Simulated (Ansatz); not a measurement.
**BiN (hypothetical, Fm-3m): phonons against volume**

Aim: how the vibrations of BiN (hypothetical) shift with volume, and the expansion that follows. The crystal structure is hypothetical: it was made by swapping elements on a known structure type.

Main program and level: Ansatz 0.2.0; DFT PBEsol, scalar-relativistic, plane waves, PAW.

**1. Set-up**

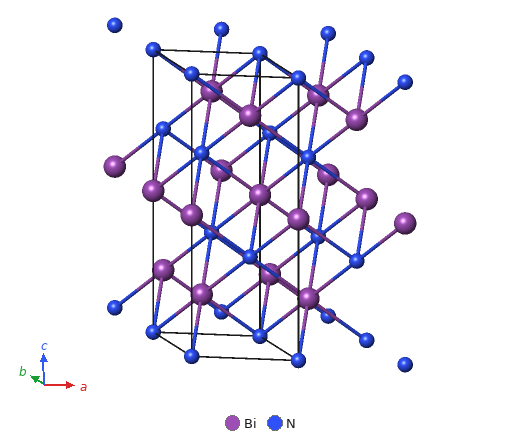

Start, viewed slightly off an axis; bismuth purple, nitrogen blue. 2×2×1 cells are drawn. This picture shows the conventional cell, with its axes. Bonds to atoms that aren't drawn are left out. Some periodic images of atoms are drawn too.

**2. A first coarse run**

Before spending time, one coarse run tells the gap and the pressure of the starting cell.

Contents of input.yaml:

```yaml
crystal:
  lattice:
    - [1.91123, 1.10345, 3.43012]
    - [-1.91123, 1.10345, 3.43012]
    - [0.0, -2.20689, 3.43012]
  atoms:
    - { symbol: Bi, position: [0.5, 0.5, 0.5] }
    - { symbol: "N", position: [0.0, 0.0, 0.0] }
kpoints:
  mp_grid: { grid: [6, 6, 6] }
hamiltonian:
  xc: pbesol
scf:
  occupations: { method: gaussian, width: 0.1 }
output:
  forces: true
  stress: true
  eigenvalues: true
```

Run with:

```
$ ansatz run input.yaml --threads 4 --pin off --max-ram 8192MiB --backend cpu --events-out ev --progress --plain --runs-dir out
```

Numbers of over 12 decimals in the logs are rounded to 6 here.

What it wrote:

```text
Engine: ansatz 0.2.0, x86_64-unknown-linux-gnu
Pseudopotentials: kind: paw
Pseudopotential: Bi, paw, valence charge 15, recommended cutoff 420 eV (normal), Bi.paw.azcp
Pseudopotential: N, paw, valence charge 5, recommended cutoff 420 eV (normal), N.paw.azcp
Functional definition: PBEsol
  exchange = pbesol_x
  correlation = pbesol_c
Crystal: 2 atoms, lattice volume = 43.404 Å³
Basis set: ecut = 420 eV, 857 PW (Γ), exchange–correlation on 60×60×60 points (8 copies of the dense FFT grid, shifted against one another)
Bands: 14, of which v1, the nominal top of the filled ones, is band 10 counted from 1 (9 counted from 0)
Symmetry: 12 space group operations
Space group: R-3m (ITA 166), of the structure as read, at distance tolerance 3.5e-5 Å
k-points: 32 of 216
Non-local potential: Bi, projectors of the file, l = 0: 2, l = 1: 2, l = 2: 2, l = 3: 2
Non-local potential: N, projectors of the file, l = 0: 2, l = 1: 2, l = 2: 1
PAW form: soft (Blöchl's): semilocal exchange-correlation on the pseudo side does not see the compensation charge
PAW frozen core: Bi, regenerated for the run's functional, and the local potential with it (the file was generated under x = pbe(κ = 0.804, μ = 0.219515), c = pbe(β = 0.066725))
PAW frozen core: N, regenerated for the run's functional, and the local potential with it (the file was generated under x = pbe(κ = 0.804, μ = 0.219515), c = pbe(β = 0.066725))
PAW one-centre angular grid: Bi, 590 points (default); XC on 64 Gauss nodes
PAW one-centre angular grid: N, 110 points (default); XC on 64 Gauss nodes
Initial density: superposition of atomic densities (neutral atoms: chi_scale 0, normalization atom), corrected by the library's trained network
Initial wavefunctions: pseudopotential atomic-orbital guess
Functional: x = pbesol(κ = 0.804, μ = 0.123457), c = pbesol(β = 0.046)
SCF iter   1: F=—  HF=-12618.253867 eV  |F-HF|=—  |Δ(HF+E_count)|=         —  Δρ=1.49e-2  dr2=1.26e-1  ethr=1.77e-3  ⟨swp⟩=5.7  Hψ=2332  notcnv=0
preconditioner: auto → none  [insulator: Δε(μ)=0.348 eV  Ē_g=18.394 eV  σ=0.100 eV  W_gap=0.98  n_scr=14 (ndim 8)  ℏωp=25.2 eV  f_vac=0.000  D(μ)=0.03/eV (n_scr^D=0)  ε∞_Penn≈2.9]
SCF iter   2: F=—  HF=-12618.236455 eV  |F-HF|=—  |Δ(HF+E_count)|=   1.74e-2  Δρ=6.31e-3  dr2=2.41e-2  ethr=6.28e-4  ⟨swp⟩=1.4  Hψ=726  notcnv=0
SCF iter   3: F=—  HF=-12618.232989 eV  |F-HF|=—  |Δ(HF+E_count)|=   3.47e-3  Δρ=6.85e-4  dr2=1.92e-4  ethr=1.21e-4  ⟨swp⟩=1.4  Hψ=470  notcnv=0
SCF iter   4: F=—  HF=-12618.233117 eV  |F-HF|=—  |Δ(HF+E_count)|=   1.28e-4  Δρ=1.14e-4  dr2=4.58e-6  ethr=9.60e-7  ⟨swp⟩=2.4  Hψ=584  notcnv=0
SCF iter   5: F=—  HF=-12618.233137 eV  |F-HF|=—  |Δ(HF+E_count)|=   1.99e-5  Δρ=1.80e-5  dr2=1.25e-7  ethr=2.29e-8  ⟨swp⟩=2.1  Hψ=620  notcnv=0
SCF iter   6: F=-12618.233137 eV  HF=-12618.233137 eV  |F-HF|=6.50e-9  |Δ(HF+E_count)|=  3.78e-10  Δρ=4.62e-6  dr2=8.44e-9  ethr=5.00e-10  ⟨swp⟩=6.2  Hψ=2128  notcnv=0
SCF 1 converged in 6 iterations: F = -12618.233137 eV  dr2 = 8.44e-9
  greatest PAW one-centre occupation: 0.990 electrons in one spin orbital (limit 2), on the Bi atom at site 0 (counted from 0), in its partial waves of l = 2
SCF converged after 6 iterations
Free energy (F): -12618.233137 eV
Harris-Foulkes:  -12618.233137 eV  (|F-HF|=6.50e-9)
Internal energy: -12618.232937 eV  (E = F + TS)
E sigma→0 (E₀):  -12618.233037 eV
Entropy (-TS):   -0.000199 eV (-0.100 meV/atom)
Fermi energy:    8.559349 eV
--- Per-component energies (eV) ---
  E_band       = -112.750732
  E_kinetic    = 417.677967
  E_local      = -1618.765220  (includes V_loc(G=0)·N_el)
  E_nonlocal   = 610.164391
  E_hartree    = 499.023198
  E_xc         = -205.946740
  E_vxc        = -214.860677  (∫ρ·V_xc dr)
  E_paw        = -10630.295012  (= ΣΔE_a)
  E_vpaw       = -305.014000  (= ΣTr[D̂ρ^β])
  E_aug_tail   = -0.000404  (compensation charges beyond the density's cutoff)
  E_ewald      = -1690.208969
  E_core_change = 0.117851  (= ΣΔE_core)
  E_smearing   = -0.000199  (= −TS)
  E_closure    = -0.000000  (closes the sum)
  Σ components = -12618.233137   (vs F -12618.233137, Δ=0.00e0)
--- Forces (eV/Å), atoms counted from 1 ---
  atom   1  Bi    -0.00000000     0.00000000     0.00000000
  atom   2  N      0.00000000     0.00000000     0.00000000
  max |Σ_I F_I| component: 3.39e-29 eV/Å
--- Stress (GPa, compression-positive) ---
      -16.774734      -0.000000       0.000000
       -0.000000     -16.774734      -0.000005
        0.000000      -0.000005     -27.220027
  P = ⅓ Tr σ = -20.2565 GPa (-202.565 kbar)
--- Band table (eV; the first three rows and the last of 32) ---
  k-point 0: bands = [... 6 lower, 0.3891, 6.8312, 7.6158, 7.6158, 13.2155, 13.3114, 13.3114, 16.6710]
  k-point 1: bands = [... 6 lower, -0.0051, 7.0027, 7.6264, 7.6522, 11.4187, 12.4365, 12.4995, 16.4503]
  k-point 2: bands = [... 6 lower, -1.0111, 7.3359, 7.6537, 7.7769, 9.3480, 11.1172, 11.2261, 16.3539]
  k-point 31: bands = [... 6 lower, -2.3486, 8.0088, 8.0088, 8.3349, 9.0332, 11.3044, 11.3044, 16.9972]
```

Wall time 0.6 s (4 threads of Intel Xeon 6975P-C (Granite Rapids), shared host); peak memory 0.34 GiB.

In the SCF lines HF is the Harris–Foulkes energy and dr2 the Hartree energy of the density residual, in eV; the loop may stop once dr2 is under the threshold and the program's other checks hold. Hψ counts applications of the Hamiltonian.

This step gave:

```yaml
pressure: -20.26 GPa
volume_per_atom: 21.70 Å³
gap_on_the_k_mesh: 0.3151 eV
```

The start is under -20 GPa at this level and looks like an insulator or semiconductor on this mesh.

**3. A loose first relaxation**

The start is far from rest, so a relaxation with loose thresholds first brings it near the minimum.

Changes to input.yaml since step 2:

```diff
@@ -18 +18,6 @@
   eigenvalues: true
+relax:
+  adjacent_minimum: "off"
+  f_tol: 0.05
+  max_steps: 80
+  cell: { stress_tol: 0.5 }
```

What it wrote:

```text
[...]
Crystal: 2 atoms, lattice volume = 43.404 Å³
Basis set: ecut = 420 eV, 857 PW (Γ), exchange–correlation on 60×60×60 points (8 copies of the dense FFT grid, shifted against one another)
Bands: 14, of which v1, the nominal top of the filled ones, is band 10 counted from 1 (9 counted from 0)
Symmetry: 12 space group operations
[...]
k-points: 32 of 216
[...]
SCF iter   1: F=—  HF=-12618.253867 eV  |F-HF|=—  |Δ(HF+E_count)|=         —  Δρ=1.49e-2  dr2=1.26e-1  ethr=1.77e-3  ⟨swp⟩=5.7  Hψ=2332  notcnv=0
[...]
SCF iter   6: F=-12618.233137 eV  HF=-12618.233137 eV  |F-HF|=6.50e-9  |Δ(HF+E_count)|=  3.78e-10  Δρ=4.62e-6  dr2=8.44e-9  ethr=5.00e-10  ⟨swp⟩=6.2  Hψ=2128  notcnv=0
SCF 1 converged in 6 iterations: F = -12618.233137 eV  dr2 = 8.44e-9
[...]
relax step   1: F+E_penalty+E_count = -12618.23313669 eV  Δ(F+E_penalty+E_count) = +0.000e0 eV  max|allowed force component| = 5.062e-29 eV/Å  Δτ_max = 0.0000 Å  P = -20.256 GPa  Ω = 43.404 Å³  (6 SCF iters, dr2 threshold 1.00e-7 eV, accepted)
Crystal: 2 atoms, lattice volume = 38.865 Å³
Basis set: ecut = 420 eV, 767 PW (Γ), exchange–correlation on 60×60×60 points (8 copies of the dense FFT grid, shifted against one another)
[...]
iter 1 solved again at ethr=2.90e-4 eV; its pass at ethr=3.10e-3 eV (dr2=5.80e-2 eV) is discarded
[...]
SCF iter   6: F=-12618.794756 eV  HF=-12618.794756 eV  |F-HF|=8.03e-9  |Δ(HF+E_count)|=   1.67e-8  Δρ=6.14e-6  dr2=1.11e-8  ethr=5.45e-10  ⟨swp⟩=3.7  Hψ=2127  notcnv=0
SCF 2 converged in 6 iterations: F = -12618.794756 eV  dr2 = 1.11e-8
relax step   2: F+E_penalty+E_count = -12618.79475580 eV  Δ(F+E_penalty+E_count) = -5.616e-1 eV  max|allowed force component| = 2.382e-28 eV/Å  Δτ_max = 0.0000 Å  P = -15.830 GPa  Ω = 38.865 Å³  energy of the carried Pulay correction = +7.229e-3 eV  (6 SCF iters, dr2 threshold 2.00e-7 eV, accepted)
Crystal: 2 atoms, lattice volume = 34.993 Å³
Basis set: ecut = 420 eV, 677 PW (Γ), exchange–correlation on 60×60×60 points (8 copies of the dense FFT grid, shifted against one another)
[...]
SCF iter   6: F=-12619.129182 eV  HF=-12619.129182 eV  |F-HF|=2.50e-9  |Δ(HF+E_count)|=   1.72e-8  Δρ=3.98e-6  dr2=3.99e-9  ethr=3.59e-10  ⟨swp⟩=3.5  Hψ=2000  notcnv=0
SCF 3 converged in 6 iterations: F = -12619.129182 eV  dr2 = 3.99e-9
relax step   3: F+E_penalty+E_count = -12619.12918227 eV  Δ(F+E_penalty+E_count) = -3.344e-1 eV  max|allowed force component| = 6.521e-29 eV/Å  Δτ_max = 0.0000 Å  P = -7.613 GPa  Ω = 34.993 Å³  energy of the carried Pulay correction = +1.405e-2 eV  (6 SCF iters, dr2 threshold 2.00e-7 eV, accepted)
[...]
relax step   4: F+E_penalty+E_count = -12619.20760304 eV  Δ(F+E_penalty+E_count) = -7.842e-2 eV  max|allowed force component| = 1.683e-29 eV/Å  Δτ_max = 0.0000 Å  P = +1.214 GPa  Ω = 32.556 Å³  energy of the carried Pulay correction = +1.865e-2 eV  (6 SCF iters, dr2 threshold 2.00e-7 eV, accepted)
[...]
relax step   5: F+E_penalty+E_count = -12619.20789990 eV  Δ(F+E_penalty+E_count) = -2.969e-4 eV  max|allowed force component| = 3.366e-29 eV/Å  Δτ_max = 0.0000 Å  P = -0.301 GPa  Ω = 32.912 Å³  energy of the carried Pulay correction = +1.794e-2 eV  (6 SCF iters, dr2 threshold 2.00e-7 eV, accepted)
[...]
relax step   6: F+E_penalty+E_count = -12619.20211993 eV  Δ(F+E_penalty+E_count) = +5.780e-3 eV  max|allowed force component| = 3.366e-29 eV/Å  Δτ_max = 0.0000 Å  P = -0.613 GPa  Ω = 32.912 Å³  stress off target by 7.05e-1 GPa  SCF on the basis re-selected at this cell (its energy is not comparable with the rows above)  (6 SCF iters)
[...]
relax step   7: F+E_penalty+E_count = -12619.20270231 eV  Δ(F+E_penalty+E_count) = -5.824e-4 eV  max|allowed force component| = 5.128e-29 eV/Å  Δτ_max = 0.0000 Å  P = -0.002 GPa  Ω = 32.768 Å³  energy of the carried Pulay correction = +2.657e-4 eV  (6 SCF iters, dr2 threshold 2.00e-7 eV, accepted)
[...]
SCF iter   7: F=-12619.202264 eV  HF=-12619.202264 eV  |F-HF|=1.82e-12  |Δ(HF+E_count)|=    0.00e0  Δρ=1.29e-9  dr2=3.34e-16  ethr=1.00e-12  ⟨swp⟩=1.0  Hψ=1024  notcnv=0
SCF 8 converged in 7 iterations: F = -12619.202264 eV  dr2 = 3.34e-16
relax step   8: F+E_penalty+E_count = -12619.20226417 eV  Δ(F+E_penalty+E_count) = +4.381e-4 eV  max|allowed force component| = 3.379e-29 eV/Å  Δτ_max = 0.0000 Å  P = -0.013 GPa  Ω = 32.768 Å³  stress off target by 1.88e-2 GPa  SCF on the basis re-selected at this cell (its energy is not comparable with the rows above)  (7 SCF iters)
[...]
SCF converged after 7 iterations
Free energy (F): -12619.202264 eV
[...]
Internal energy: -12619.202264 eV  (E = F + TS)
E sigma→0 (E₀):  -12619.202264 eV
Fermi energy:    13.494421 eV
[...]
--- Stress (GPa, compression-positive) ---
       -0.010413      -0.000000      -0.000000
       -0.000000      -0.010413      -0.000000
        0.000000      -0.000000      -0.018799
  P = ⅓ Tr σ = -0.0132 GPa (-0.132 kbar)
--- Band table (eV; the first three rows and the last of 32) ---
  k-point 0: bands = [... 6 lower, 6.2868, 11.0725, 11.0732, 11.0732, 19.8773, 19.8774, 19.8774, 22.2222]
  k-point 1: bands = [... 6 lower, 5.2919, 11.1880, 11.1885, 11.6518, 17.2753, 18.5845, 18.5847, 21.3021]
  k-point 2: bands = [... 6 lower, 3.2493, 11.4871, 11.4875, 12.3491, 14.8515, 16.7596, 16.7599, 21.7052]
  k-point 31: bands = [... 6 lower, 1.7593, 11.6935, 11.6935, 12.4600, 14.1614, 15.9641, 15.9641, 22.4829]
--- Relaxed structure (6 steps of the walk, 6 accepted, 2 SCFs on fresh bases) ---
  F+E_penalty+E_count = -12619.20226417 eV   max|allowed force component| = 3.379e-29 eV/Å   (the final SCF, on the basis selected at the relaxed cell)
  cell:  # Å, volume = 32.7675 Å³
    - [1.795892, 1.036860, 2.932869]
    - [-1.795892, 1.036860, 2.932869]
    - [0, -2.073716, 2.932871]
  atoms:
    - { symbol: Bi, position: [0.5, 0.5, 0.500000] }
    - { symbol: N, position: [0, 0, 0] }
```

Run time: 3.6 s. Hardware: 4 threads; peak memory 0.37 GiB; 10 s of CPU time.

The steps of the relaxation:

```csv
step,energy less that of the first step (eV),largest force component (eV/Å),pressure (GPa),volume (Å³)
1,0.0000,0.0000,-20.26,43.40
2,-0.5616,0.0000,-15.83,38.86
3,-0.8960,0.0000,-7.61,34.99
4,-0.9745,0.0000,1.21,32.56
5,-0.9748,0.0000,-0.30,32.91
6*,-0.9690,0.0000,-0.61,32.91
7,-0.9696,0.0000,0.00,32.77
8*,-0.9691,0.0000,-0.01,32.77
```

Relaxation steps marked * repeat the geometry before them on a plane-wave basis chosen anew for their cell, so energy and pressure can jump there.

The run keeps the 12 symmetry operations that it works with, so distortions that break them were not tested.

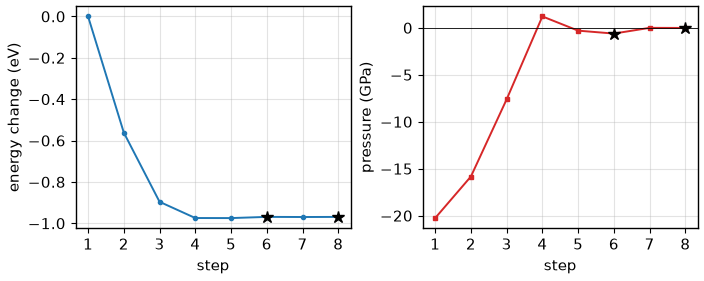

Energy and pressure along the relaxation. Stars mark steps on a basis chosen anew.

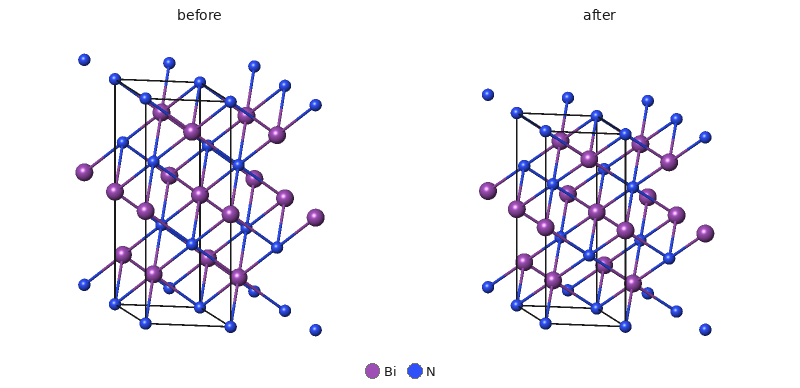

The structure before and after the relaxation, drawn at the same scale. Bonds to atoms that aren't drawn are left out.

| cell as run | before | after | change |
| --- | --- | --- | --- |
| a (Å) | 4.079 | 3.592 | -11.9 % |
| b (Å) | 4.079 | 3.592 | -11.9 % |
| c (Å) | 4.079 | 3.592 | -11.9 % |
| α (°) | 55.88 | 60.00 | +7.4 % |
| β (°) | 55.88 | 60.00 | +7.4 % |
| γ (°) | 55.88 | 60.00 | +7.4 % |
| volume (Å³/atom) | 21.70 | 16.38 | -24.5 % |

Final coordinates:

```xyz
2
Lattice="1.7959 1.0369 2.9329 -1.7959 1.0369 2.9329 0.0000 -2.0737 2.9329" Properties=species:S:1:pos:R:3 pbc="T T T"
Bi    0.0000    0.0000    4.3993
N     0.0000    0.0000    0.0000
```

Numbers from this step:

| Item | Value |
| --- | --- |
| pressure | -0.01321 GPa |
| gap on the k-mesh | 1.059 eV |
| volume per atom | 16.38 Å³ |

The relaxation ends with a pressure of -0.01 GPa.

**4. Finding the static equilibrium**

The vibrations must be taken about the equilibrium of this functional, not about the starting cell, so the structure is relaxed.

Contents of input.yaml:

```yaml
crystal:
  lattice:
    - [1.7958918625, 1.0368600753, 2.9328692399]
    - [-1.7958918625, 1.0368600753, 2.9328692399]
    - [0.0, -2.0737158755, 2.9328707513]
  atoms:
    - { symbol: Bi, position: [0.5, 0.5, 0.5] }
    - { symbol: "N", position: [0.0, 0.0, 0.0] }
kpoints:
  mp_grid: { grid: [10, 10, 10] }
hamiltonian:
  xc: pbesol
scf:
  occupations: { method: gaussian, width: 0.02 }
output:
  forces: true
  stress: true
  eigenvalues: true
relax:
  adjacent_minimum: "off"
  f_tol: 0.005
  max_steps: 80
  cell: { stress_tol: 0.05 }
```

What it wrote:

```text
[...]
Crystal: 2 atoms, lattice volume = 32.768 Å³
Basis set: ecut = 420 eV, 645 PW (Γ), exchange–correlation on 50×50×50 points (8 copies of the dense FFT grid, shifted against one another)
Bands: 14, of which v1, the nominal top of the filled ones, is band 10 counted from 1 (9 counted from 0)
Symmetry: 12 space group operations
[...]
k-points: 116 of 1000
[...]
k-point 115: bands = [... 6 lower, 1.7380, 11.7065, 11.7065, 12.4401, 14.1595, 15.9307, 15.9307, 22.4594]
--- Relaxed structure (3 steps of the walk, 2 accepted, 1 SCFs on fresh bases) ---
[...]
cell:  # Å, volume = 32.8108 Å³
    - [1.796728, 1.037343, 2.934014]
    - [-1.796728, 1.037343, 2.934014]
    - [0, -2.074681, 2.934016]
  atoms:
    - { symbol: Bi, position: [0.5, 0.5, 0.5] }
    - { symbol: N, position: [0, 0, 0] }
[key lines of the parts left out:]
SCF converged after 6 iterations
Free energy (F): -12619.151088 eV
Fermi energy:    13.404304 eV
P = ⅓ Tr σ = 0.0033 GPa (0.033 kbar)
```

Elapsed: 3.7 s, on 4 threads; peak memory 0.41 GiB; 11 s of CPU time.

Little changed from the start: no atom moved by 0.005 Å and no cell edge by 0.1 %.

Numbers from this step:

| Item | Value |
| --- | --- |
| pressure | 0.003348 GPa |
| gap on the k-mesh | 0.1870 eV |
| volume per atom | 16.41 Å³ |

(Continued in part 2 of 4.)

[Logs are printed without paths, hosts, clocks, repeated set-up lines and the standing remarks that a program may print on its own settings, such as how far it seeks lower states.]

[Hosts, paths, dates, database ids (printed as entryN), source tags and the programs' standing remarks are cut or masked in the printed files.]

[A step with changed settings may run another functional than the one named; its input shows which.]

[Of the runs on displaced cells, only some may be shown.]
